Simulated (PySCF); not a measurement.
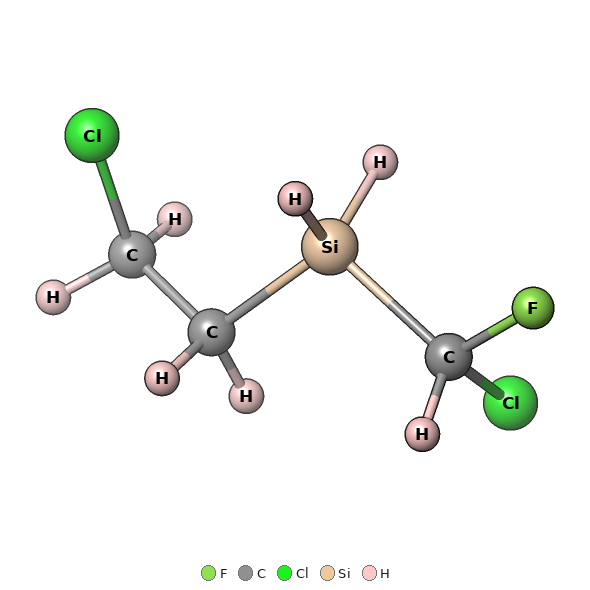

Orthographic view. Depth is shown by fading: the farther an atom, the more it takes the colour of the background. Computed geometry: GFN2-xTB optimisation. No frequency run is at hand to confirm it as a minimum.

Give the standard InChI.

InChI=1S/C3H7Cl2FSi/c4-1-2-7-3(5)6/h3H,1-2,7H2/t3-/m0/s1
